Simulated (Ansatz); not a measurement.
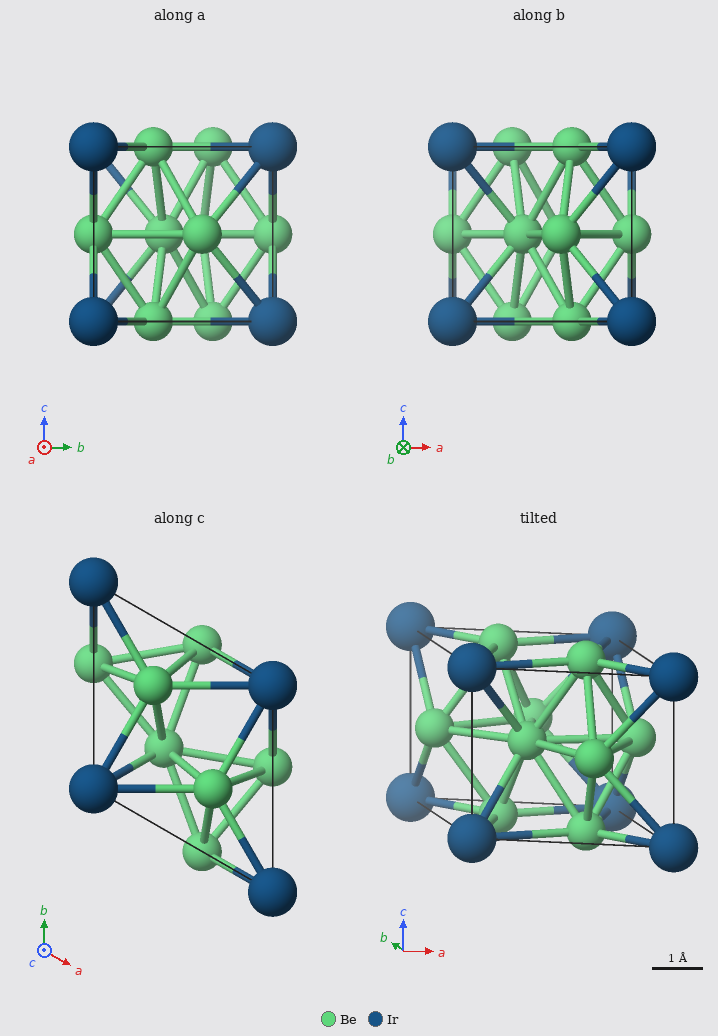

Ball-and-stick drawing of the structure, looking along the a axis, along the b axis, along the c axis and slightly off an axis. The conventional unit cell is outlined; an atom on or near a face, edge or corner is repeated at each equivalent position.

Lattice parameters: a = 4.1962 Å, b = 4.1962 Å, c = 3.5440 Å, α = 90.000°, β = 90.000°, γ = 120.000°.

Q: Give the structure in the form of a CIF in P1 with every atom of the cell, with free fractional coordinates to two decimals.

A:
```cif
data_structure
_symmetry_space_group_name_H-M 'P 1'
_symmetry_Int_Tables_number 1
_cell_length_a 4.1962
_cell_length_b 4.1962
_cell_length_c 3.5440
_cell_angle_alpha 90.000
_cell_angle_beta 90.000
_cell_angle_gamma 120.000
_cell_volume 54.04
loop_
_atom_site_label
_atom_site_type_symbol
_atom_site_fract_x
_atom_site_fract_y
_atom_site_fract_z
_atom_site_occupancy
Be1 Be 0.6667 0.3333 0.00 1
Be2 Be 0.3333 0.6667 0.00 1
Be3 Be 0.00 0.61 0.50 1
Be4 Be 0.61 0.00 0.50 1
Be5 Be 0.39 0.39 0.50 1
Ir1 Ir 0.00 0.00 0.00 1
```

Provenance: a structure type filled with these elements by a generator (whether the compound takes this form wasn't checked). The picture shows the end point of a geometry optimisation with DFT PBE, scalar-relativistic, plane waves, PAW (Ansatz 0.2.0).
